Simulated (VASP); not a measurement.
Band structure of HfS2 (1T layered). Level of theory: RPBE GGA, VASP's PBE PAW potentials (set 64) (plane waves; VASP).

Without a dispersion term in the relaxation, distances and binding between the weakly bound layers, chains or molecules are unreliable, and so is what depends on them. Unless said otherwise, spin-orbit coupling is left out, though it shifts the bands of the heavy elements here.

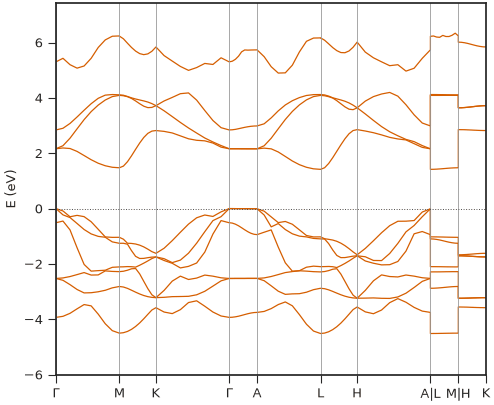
*Bands along high-symmetry lines, zero at the valence-band maximum or, without a gap, the Fermi level*

Q: Read the plot: is there a gap, and where are the band edges?

A: The gap is indirect, 1.42 eV, from the valence maximum at Γ to the conduction minimum at L. (Edges off the drawn lines would not show.)

Measured: gap 1.80 eV (computed value off by -0.38 eV), as given by Miłosz Rybak et al., Nanomaterials (2022), arXiv:2210.12074.

The compound is HfS2 in the 1T layered structure. It was relaxed first, which changed the volume by +27 %.
